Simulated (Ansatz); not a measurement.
# What NaP3 (built on the sites of a database entry of NaN3) distorts into, part 2 of 3

Which phase does NaP3 (built on the sites of a database entry of NaN3) fall into along its unstable mode, and how much energy does it gain?

Ansatz 0.2.0; DFT PBEsol, scalar-relativistic, plane waves, PAW.

So far, highest frequency on the path or at a solved wavevector (cm⁻¹): step 2 (the dispersion) 302. Also lowest frequency on the path (cm⁻¹): step 2 -224.

The structure was built from a prototype and need not be the compound's stable phase.

### Step 4. The mode frozen in, largest atomic shift 0.45 Å

The atoms are moved along the unstable eigenvector, the largest shift by 0.45 Å, with the cell fixed.

input.yaml reads:

```yaml
crystal:
  lattice:
    - [3.9575023488, 3.9575023488, 0.0]
    - [3.9575023488, 0.0, 3.9575023488]
    - [3.9575023488, 0.0, -3.9575023488]
  atoms:
    - { symbol: Na, position: [0.0590733732, -0.0295366866, -0.0886100597] }
    - { symbol: Na, position: [-0.0590733732, 0.5295366866, 0.5886100597] }
    - { symbol: P, position: [0.4195962444, 0.5, 0.0804037556] }
    - { symbol: P, position: [0.5804037556, 0.0, 0.4195962444] }
    - { symbol: P, position: [0.5804037556, 0.4195962444, 0.4195962444] }
    - { symbol: P, position: [0.4195962444, 0.0804037556, 0.0804037556] }
    - { symbol: P, position: [0.0, 1.0, 0.4195962444] }
    - { symbol: P, position: [0.0, 0.5, 0.0804037556] }
kpoints:
  mp_grid: { grid: [10, 10, 10] }
hamiltonian:
  xc: pbesol
scf:
  occupations: { method: methfessel_paxton, width: 0.2 }
output:
  forces: true
  stress: true
  eigenvalues: true
```

Started as:

```bash
$ ansatz run input.yaml --threads 8 --pin off --max-ram 14336MiB --backend cpu --events-out ev --progress --plain --runs-dir out
```

Numbers of over 12 decimals in the logs are rounded to 6 here.

Output:

```text
[...]
Crystal: 8 atoms, lattice volume = 123.963 Å³
Basis set: ecut = 420 eV, 2421 PW (Γ), exchange–correlation on 80×80×80 points (8 copies of the dense FFT grid, shifted against one another)
Bands: 32, of which v1, the nominal top of the filled ones, is band 24 counted from 1 (23 counted from 0)
Symmetry: 12 space group operations
[...]
k-points: 116 of 1000
[...]
k-point 0: bands = [... 20 lower, 5.0083, 8.9609, 9.1532, 10.2136, 10.2136, 10.3277, 11.8292, 11.8292, ... 4 higher]
  k-point 1: bands = [... 20 lower, 5.2437, 8.9670, 9.1728, 10.0200, 10.0200, 10.5252, 11.7947, 11.7947, ... 4 higher]
  k-point 2: bands = [... 20 lower, 5.6893, 8.9615, 9.2257, 9.5663, 9.5663, 11.0164, 11.6675, 11.6675, ... 4 higher]
  k-point 115: bands = [... 20 lower, 7.0517, 7.1476, 8.2107, 8.5292, 8.5875, 9.5826, 10.0517, 11.1880, ... 4 higher]
[key lines of the parts left out:]
SCF converged after 7 iterations
Free energy (F): -7390.894104 eV
Fermi energy:    8.958980 eV
P = ⅓ Tr σ = 7.5773 GPa (75.773 kbar)
```

The job ended after 3 s (8 threads of Arm Neoverse V2, shared host; peak memory 0.73 GiB; 22 s of CPU time).

Numbers from this step:

```
pressure                         : 7.577 GPa
energy from the undistorted cell : -191.5 meV/atom
```

The energy, extrapolated to zero smearing, is -191.53 meV/atom against the undistorted cell.

The run ends at a pressure of 7.58 GPa, with forces up to 1.3 eV/Å.

### Step 5. Energy along the mode, all amplitudes (two of the runs are shown above)

An imaginary frequency means negative curvature, so the energy should fall and then rise again as anharmonic terms take over.

Numbers from this step:

```yaml
depth_at_the_lowest_point_sampled: 191.5 meV/atom
largest_atomic_shift_at_that_point: 0.45 Å
```

The energy from the parent by largest atomic shift:

```csv
largest atomic shift (Å),energy from the parent (meV/atom)
0.000,0
0.040,-2.70
0.080,-11.4
0.140,-37.0
0.220,-84.1
0.320,-144
0.450,-192
0.600,-139
```

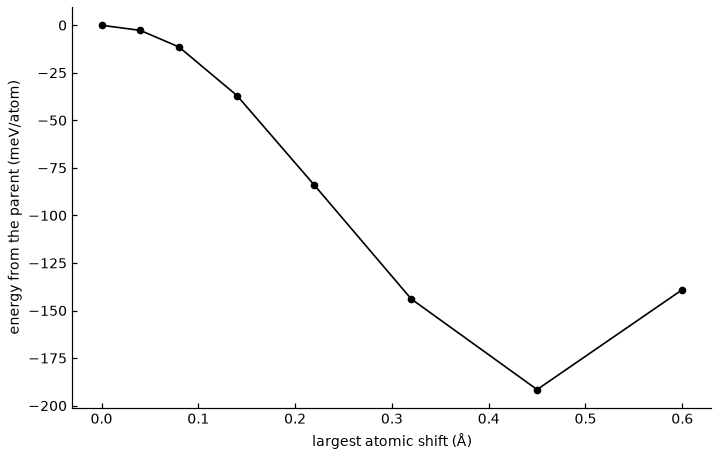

Energy from the parent, plotted against largest atomic shift.

Displacement at unit largest shift by atom:

```csv
atom,x (Å),y (Å),z (Å),size
Na1,-0.520,0.520,0.520,0.901
Na2,0.520,-0.520,-0.520,0.901
P3,0.000,-0.707,-0.707,1.000
P4,0.000,0.707,0.707,1.000
P5,-0.707,0.707,0.000,1.000
P6,0.707,-0.707,0.000,1.000
P7,-0.707,0.000,0.707,1.000
P8,0.707,0.000,-0.707,1.000
```

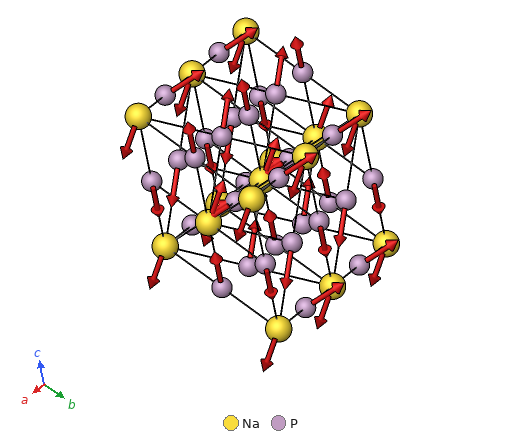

Displacement at unit largest shift as arrows, the longest 1.000 Å. 2×1×1 cells are drawn. Some periodic images of atoms are drawn too.

The lowest of the steps tried is at 0.45 Å, 192 meV/atom below the parent; the bottom of the well need not coincide with a step.

### Step 6. Relaxation from the frozen mode

Starting from the lowest point found, all atoms and the cell are let go, so that strain and other modes of the same symmetry can join in.

Edit input.yaml of step 4 so:

```diff
@@ -24 +24,6 @@
   eigenvalues: true
+relax:
+  adjacent_minimum: "off"
+  f_tol: 0.002
+  max_steps: 120
+  cell: { stress_tol: 0.03 }
```

Output:

```text
[...]
Crystal: 8 atoms, lattice volume = 123.963 Å³
Basis set: ecut = 420 eV, 2421 PW (Γ), exchange–correlation on 80×80×80 points (8 copies of the dense FFT grid, shifted against one another)
Bands: 32, of which v1, the nominal top of the filled ones, is band 24 counted from 1 (23 counted from 0)
Symmetry: 12 space group operations
[...]
k-points: 116 of 1000
[...]
SCF iter   1: F=—  HF=-7390.905794 eV  |F-HF|=—  |Δ(HF+E_count)|=         —  Δρ=5.84e-3  dr2=3.32e-2  ethr=1.77e-3  ⟨swp⟩=9.1  Hψ=20440  notcnv=0
[...]
SCF iter   7: F=-7390.894104 eV  HF=-7390.894104 eV  |F-HF|=4.15e-8  |Δ(HF+E_count)|=   4.67e-7  S|Δr|=    0.00e0  Δρ=5.71e-6  dr2=7.70e-8  ethr=2.08e-10  ⟨swp⟩=8.9  Hψ=20219  notcnv=0
SCF 1 converged in 7 iterations: F = -7390.894104 eV  dr2 = 7.70e-8
[...]
relax step   1: F+E_penalty+E_count = -7390.89410395 eV  Δ(F+E_penalty+E_count) = +0.000e0 eV  max|allowed force component| = 7.687e-1 eV/Å  Δτ_max = 0.0000 Å  P = +7.577 GPa  Ω = 123.963 Å³  (7 SCF iters, dr2 threshold 1.00e-7 eV, accepted)
Crystal: 8 atoms, lattice volume = 133.909 Å³
Basis set: ecut = 420 eV, 2675 PW (Γ), exchange–correlation on 80×80×80 points (8 copies of the dense FFT grid, shifted against one another)
[...]
SCF iter   6: F=-7391.509597 eV  HF=-7391.509597 eV  |F-HF|=1.66e-7  |Δ(HF+E_count)|=   6.45e-7  S|Δr|=    0.00e0  Δρ=2.25e-5  dr2=5.69e-7  ethr=1.67e-9  ⟨swp⟩=9.7  Hψ=19876  notcnv=0
SCF 2 converged in 6 iterations: F = -7391.509597 eV  dr2 = 5.69e-7
relax step   2: F+E_penalty+E_count = -7391.50959730 eV  Δ(F+E_penalty+E_count) = -6.155e-1 eV  max|allowed force component| = 3.736e-1 eV/Å  Δτ_max = 0.1207 Å  P = +2.332 GPa  Ω = 133.909 Å³  energy of the carried Pulay correction = -1.784e-3 eV  (6 SCF iters, dr2 threshold 8.00e-7 eV, accepted)
Crystal: 8 atoms, lattice volume = 141.702 Å³
Basis set: ecut = 420 eV, 2765 PW (Γ), exchange–correlation on 80×80×80 points (8 copies of the dense FFT grid, shifted against one another)
[...]
SCF iter   7: F=-7391.769675 eV  HF=-7391.769675 eV  |F-HF|=3.27e-8  |Δ(HF+E_count)|=   2.64e-7  S|Δr|=    0.00e0  Δρ=7.21e-6  dr2=1.30e-7  ethr=1.67e-9  ⟨swp⟩=8.7  Hψ=17034  notcnv=0
SCF 3 converged in 7 iterations: F = -7391.769675 eV  dr2 = 1.30e-7
relax step   3: F+E_penalty+E_count = -7391.76967518 eV  Δ(F+E_penalty+E_count) = -2.601e-1 eV  max|allowed force component| = 2.191e-1 eV/Å  Δτ_max = 0.1444 Å  P = +0.397 GPa  Ω = 141.702 Å³  energy of the carried Pulay correction = -3.089e-3 eV  (7 SCF iters, dr2 threshold 8.00e-7 eV, accepted)
[... from here on, the SCF cycles and remarks between the steps are left out ...]
relax step   4: F+E_penalty+E_count = -7391.83460007 eV  Δ(F+E_penalty+E_count) = -6.492e-2 eV  max|allowed force component| = 1.581e-1 eV/Å  Δτ_max = 0.0637 Å  P = -0.290 GPa  Ω = 144.721 Å³  energy of the carried Pulay correction = -3.575e-3 eV  (6 SCF iters, dr2 threshold 8.00e-7 eV, accepted)
relax step   5: F+E_penalty+E_count = -7390.96296367 eV  Δ(F+E_penalty+E_count) = +8.716e-1 eV  max|allowed force component| = 2.405e0 eV/Å  Δτ_max = 0.1952 Å  P = +8.423 GPa  Ω = 152.819 Å³  energy of the carried Pulay correction = -4.825e-3 eV  (8 SCF iters, dr2 threshold 8.00e-7 eV, rejected (line search))
relax step   6: F+E_penalty+E_count = -7391.86883488 eV  Δ(F+E_penalty+E_count) = -3.423e-2 eV  max|allowed force component| = 1.693e-1 eV/Å  Δτ_max = 0.0309 Å  P = -0.278 GPa  Ω = 147.312 Å³  energy of the carried Pulay correction = -3.983e-3 eV  (11 SCF iters, accepted)
relax step   7: F+E_penalty+E_count = -7391.88138206 eV  Δ(F+E_penalty+E_count) = -1.255e-2 eV  max|allowed force component| = 8.259e-2 eV/Å  Δτ_max = 0.0547 Å  P = -0.839 GPa  Ω = 153.528 Å³  energy of the carried Pulay correction = -4.931e-3 eV  (7 SCF iters, dr2 threshold 8.00e-7 eV, accepted)
relax step   8: F+E_penalty+E_count = -7391.89344544 eV  Δ(F+E_penalty+E_count) = -1.206e-2 eV  max|allowed force component| = 5.104e-2 eV/Å  Δτ_max = 0.0213 Å  P = -0.216 GPa  Ω = 151.169 Å³  energy of the carried Pulay correction = -4.576e-3 eV  (6 SCF iters, dr2 threshold 8.00e-7 eV, accepted)
relax step   9: F+E_penalty+E_count = -7391.89578913 eV  Δ(F+E_penalty+E_count) = -2.344e-3 eV  max|allowed force component| = 1.009e-2 eV/Å  Δτ_max = 0.0110 Å  P = +0.114 GPa  Ω = 151.350 Å³  energy of the carried Pulay correction = -4.604e-3 eV  (6 SCF iters, dr2 threshold 1.63e-7 eV, accepted)
relax step  10: F+E_penalty+E_count = -7391.89620828 eV  Δ(F+E_penalty+E_count) = -4.191e-4 eV  max|allowed force component| = 1.191e-2 eV/Å  Δτ_max = 0.0084 Å  P = +0.064 GPa  Ω = 151.763 Å³  energy of the carried Pulay correction = -4.666e-3 eV  (6 SCF iters, dr2 threshold 6.22e-8 eV, accepted)
relax step  11: F+E_penalty+E_count = -7391.89628479 eV  Δ(F+E_penalty+E_count) = -7.652e-5 eV  max|allowed force component| = 3.619e-3 eV/Å  Δτ_max = 0.0017 Å  P = -0.014 GPa  Ω = 151.745 Å³  energy of the carried Pulay correction = -4.663e-3 eV  (5 SCF iters, dr2 threshold 1.81e-8 eV, accepted)
relax step  12: F+E_penalty+E_count = -7391.89629408 eV  Δ(F+E_penalty+E_count) = -9.287e-6 eV  max|allowed force component| = 1.966e-4 eV/Å  Δτ_max = 0.0012 Å  P = -0.001 GPa  Ω = 151.763 Å³  energy of the carried Pulay correction = -4.666e-3 eV  (5 SCF iters, dr2 threshold 8.19e-10 eV, accepted)
relax step  13: F+E_penalty+E_count = -7391.92091710 eV  Δ(F+E_penalty+E_count) = -2.462e-2 eV  max|allowed force component| = 1.787e-3 eV/Å  Δτ_max = 0.0000 Å  P = +0.274 GPa  Ω = 151.763 Å³  stress off target by 4.26e-1 GPa  SCF on the basis re-selected at this cell (its energy is not comparable with the rows above)  (7 SCF iters)
relax step  14: F+E_penalty+E_count = -7391.92249269 eV  Δ(F+E_penalty+E_count) = -1.576e-3 eV  max|allowed force component| = 3.152e-3 eV/Å  Δτ_max = 0.0051 Å  P = +0.072 GPa  Ω = 153.030 Å³  energy of the carried Pulay correction = -1.943e-4 eV  (5 SCF iters, dr2 threshold 4.53e-7 eV, accepted)
relax step  15: F+E_penalty+E_count = -7391.92253988 eV  Δ(F+E_penalty+E_count) = -4.719e-5 eV  max|allowed force component| = 4.679e-3 eV/Å  Δτ_max = 0.0015 Å  P = +0.007 GPa  Ω = 153.374 Å³  energy of the carried Pulay correction = -2.507e-4 eV  (5 SCF iters, dr2 threshold 3.98e-8 eV, accepted)
relax step  16: F+E_penalty+E_count = -7391.92255341 eV  Δ(F+E_penalty+E_count) = -1.353e-5 eV  max|allowed force component| = 7.267e-4 eV/Å  Δτ_max = 0.0011 Å  P = -0.006 GPa  Ω = 153.416 Å³  energy of the carried Pulay correction = -2.577e-4 eV  (6 SCF iters, dr2 threshold 1.37e-9 eV, accepted)
[...]
SCF iter   5: F=-7391.922816 eV  HF=-7391.922816 eV  |F-HF|=1.73e-11  |Δ(HF+E_count)|=  8.37e-11  S|Δr|=    0.00e0  Δρ=1.24e-7  dr2=2.77e-11  ethr=1.00e-12  ⟨swp⟩=10.2  Hψ=23639  notcnv=0
SCF 17 converged in 5 iterations: F = -7391.922816 eV  dr2 = 2.77e-11
relax step  17: F+E_penalty+E_count = -7391.92281643 eV  Δ(F+E_penalty+E_count) = -2.630e-4 eV  max|allowed force component| = 7.104e-4 eV/Å  Δτ_max = 0.0000 Å  P = -0.006 GPa  Ω = 153.416 Å³  stress off target by 8.28e-3 GPa  SCF on the basis re-selected at this cell (its energy is not comparable with the rows above)  (5 SCF iters)
[...]
SCF converged after 5 iterations
[...]
Free energy (F): -7391.922816 eV
[...]
Internal energy: -7391.931080 eV  (E = F + TS)
E sigma→0 (E₀):  -7391.924882 eV
Entropy (-TS):   0.008264 eV (1.033 meV/atom)
Fermi energy:    6.897860 eV
[...]
--- Forces (eV/Å), atoms counted from 1 ---
  atom   1  Na     0.00000656    -0.00000656    -0.00000656
  atom   2  Na    -0.00000656     0.00000656     0.00000656
  atom   3  P      0.00058189     0.00071035     0.00071035
  atom   4  P     -0.00058189    -0.00071035    -0.00071035
  atom   5  P      0.00071035    -0.00071035     0.00058189
  atom   6  P     -0.00071035     0.00071035    -0.00058189
  atom   7  P      0.00071035     0.00058189    -0.00071035
  atom   8  P     -0.00071035    -0.00058189     0.00071035
  max |Σ_I F_I| component: 7.41e-17 eV/Å
--- Stress (GPa, compression-positive) ---
       -0.005549      -0.002729      -0.002729
       -0.002729      -0.005549       0.002729
       -0.002729       0.002729      -0.005549
  P = ⅓ Tr σ = -0.0055 GPa (-0.055 kbar)
--- Band table (eV; the first three rows and the last of 116) ---
  k-point 0: bands = [... 20 lower, 3.4971, 4.7188, 7.2287, 7.9536, 7.9536, 8.0590, 8.9886, 8.9886, ... 4 higher]
  k-point 1: bands = [... 20 lower, 3.5833, 4.7220, 7.2497, 7.9330, 7.9330, 8.1772, 8.9674, 8.9674, ... 4 higher]
  k-point 2: bands = [... 20 lower, 3.8134, 4.7302, 7.3049, 7.8778, 7.8778, 8.4967, 8.9048, 8.9048, ... 4 higher]
  k-point 115: bands = [... 20 lower, 4.9888, 5.0666, 5.4655, 5.7178, 6.0840, 6.3374, 7.8685, 8.8446, ... 4 higher]
--- Relaxed structure (15 steps of the walk, 14 accepted, 2 SCFs on fresh bases) ---
  F+E_penalty+E_count = -7391.92281643 eV   max|allowed force component| = 7.104e-4 eV/Å   (the final SCF, on the basis selected at the relaxed cell)
  cell:  # Å, volume = 153.4165 Å³
    - [4.166441, 4.166441, -4.163336342344337e-17]
    - [4.166441, -4.163336342344337e-17, 4.166441]
    - [4.334729, -0.168288, -4.334729]
  atoms:
    - { symbol: Na, position: [0.108297, -0.054148, -0.162445] }
    - { symbol: Na, position: [-0.108297, 0.554148, 0.662445] }
    - { symbol: P, position: [0.393283, 0.524740, 0.131457] }
    - { symbol: P, position: [0.606717, -0.024740, 0.368543] }
    - { symbol: P, position: [0.606717, 0.418024, 0.368543] }
    - { symbol: P, position: [0.393283, 0.081976, 0.131457] }
    - { symbol: P, position: [0.049481, 0.975260, 0.368543] }
    - { symbol: P, position: [-0.049481, 0.524740, 0.131457] }
```

The job ended after 56 s (8 threads; peak memory 0.88 GiB; 7.1 min of CPU time).

The steps of the relaxation:

| step | energy less that of the first step (eV) | largest force component (eV/Å) | pressure (GPa) | volume (Å³) |
| --- | --- | --- | --- | --- |
| 1 | 0.0000 | 0.7687 | 7.58 | 123.96 |
| 2 | -0.6155 | 0.3736 | 2.33 | 133.91 |
| 3 | -0.8756 | 0.2191 | 0.40 | 141.70 |
| 4 | -0.9405 | 0.1581 | -0.29 | 144.72 |
| 5 | -0.0689 | 2.4048 | 8.42 | 152.82 |
| 6 | -0.9747 | 0.1693 | -0.28 | 147.31 |
| 7 | -0.9873 | 0.0826 | -0.84 | 153.53 |
| 8 | -0.9993 | 0.0510 | -0.22 | 151.17 |
| 9 | -1.0017 | 0.0101 | 0.11 | 151.35 |
| 10 | -1.0021 | 0.0119 | 0.06 | 151.76 |
| 11 | -1.0022 | 0.0036 | -0.01 | 151.74 |
| 12 | -1.0022 | 0.0002 | 0.00 | 151.76 |
| 13* | -1.0268 | 0.0018 | 0.27 | 151.76 |
| 14 | -1.0284 | 0.0032 | 0.07 | 153.03 |
| 15 | -1.0284 | 0.0047 | 0.01 | 153.37 |
| 16 | -1.0284 | 0.0007 | -0.01 | 153.42 |
| 17* | -1.0287 | 0.0007 | -0.01 | 153.42 |

Relaxation steps marked * repeat the geometry before them on a plane-wave basis chosen anew for their cell, so energy and pressure can jump there. Relaxation step 5 was tried and not accepted.

The run keeps the 12 symmetry operations that it works with, so distortions that break them were not tested.

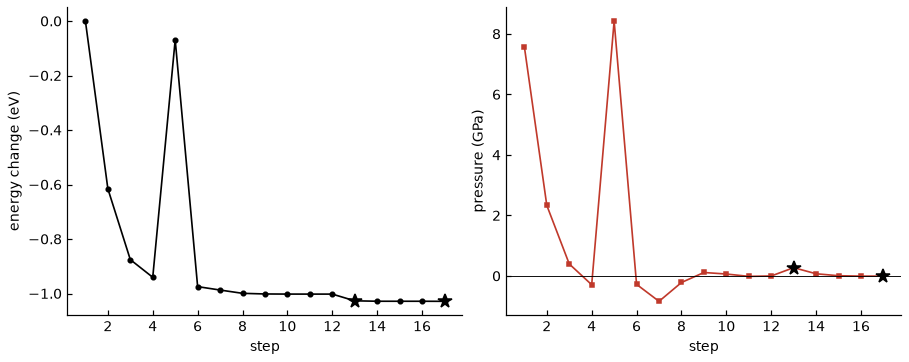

Energy and pressure along the relaxation. Stars mark steps on a basis chosen anew.

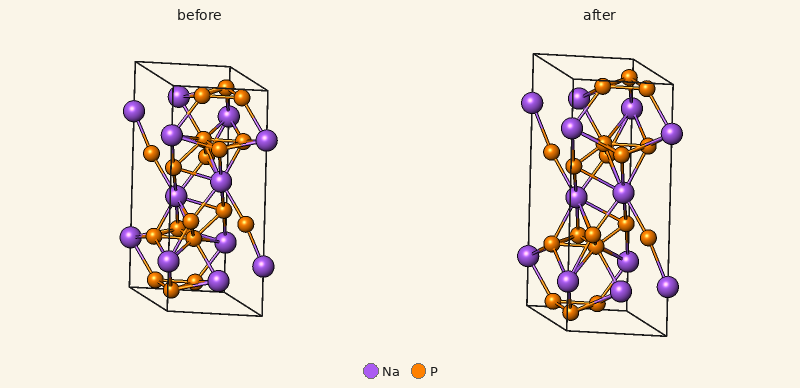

Before and after, at one scale.

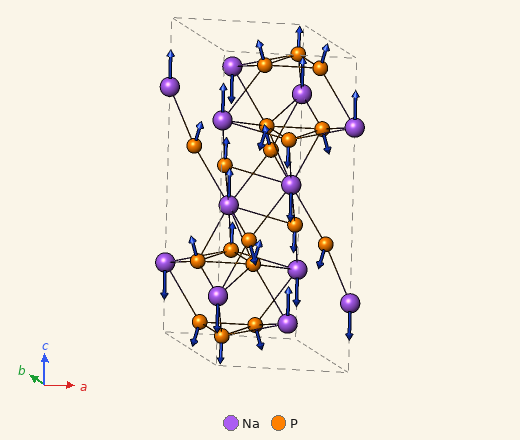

Displacements in the relaxation, exaggerated, measured against the changing cell; the longest in the cell stands for 0.38 Å. Some periodic images of atoms are drawn too.

```
conventional cell, symmetrised  before   after   change
                         a (Å)   5.597   5.892   +5.3 %
                         b (Å)   5.597   5.892   +5.3 %
                         c (Å)  13.709  15.307  +11.7 %
              volume (Å³/atom)   15.50   19.18  +23.8 %
```

The atoms that moved most (Å, as changes of fractional coordinates times the final cell):

| atom | dx | dy | dz | length |
| --- | --- | --- | --- | --- |
| Na2 | 0.218 | -0.218 | -0.218 | 0.377 |
| Na1 | -0.218 | 0.218 | 0.218 | 0.377 |
| P4 | -0.215 | 0.118 | 0.118 | 0.272 |
| P5 | -0.118 | 0.118 | 0.215 | 0.272 |
| P6 | 0.118 | -0.118 | -0.215 | 0.272 |
| P7 | -0.118 | 0.215 | 0.118 | 0.272 |
| P8 | 0.118 | -0.215 | -0.118 | 0.272 |
| P3 | 0.215 | -0.118 | -0.118 | 0.272 |

The relaxed structure:

```cif
data_structure
_symmetry_space_group_name_H-M 'P 1'
_symmetry_Int_Tables_number 1
_cell_length_a 5.8922
_cell_length_b 5.8922
_cell_length_c 6.1325
_cell_angle_alpha 90.000
_cell_angle_beta 61.288
_cell_angle_gamma 60.000
_cell_volume 153.42
loop_
_atom_site_label
_atom_site_type_symbol
_atom_site_fract_x
_atom_site_fract_y
_atom_site_fract_z
_atom_site_occupancy
Na1 Na 0.10830 0.94585 0.83756 1
Na2 Na 0.89170 0.55415 0.66244 1
P3 P 0.39328 0.52474 0.13146 1
P4 P 0.60672 0.97526 0.36854 1
P5 P 0.60672 0.41802 0.36854 1
P6 P 0.39328 0.08198 0.13146 1
P7 P 0.04948 0.97526 0.36854 1
P8 P 0.95052 0.52474 0.13146 1
```

This step gave:

| Item | Value |
| --- | --- |
| pressure | -0.005549 GPa |
| volume per atom | 19.18 Å³ |

The distorted start has space group R-3m; the relaxation ends in R-3m.

(Part 2 of 3 ends here.)

[Logs are printed without paths, hosts, clocks, repeated set-up lines and the standing remarks that a program may print on its own settings, such as how far it seeks lower states.]

[Hosts, paths, dates, database ids (printed as entryN), source tags and the programs' standing remarks are cut or masked in the printed files.]
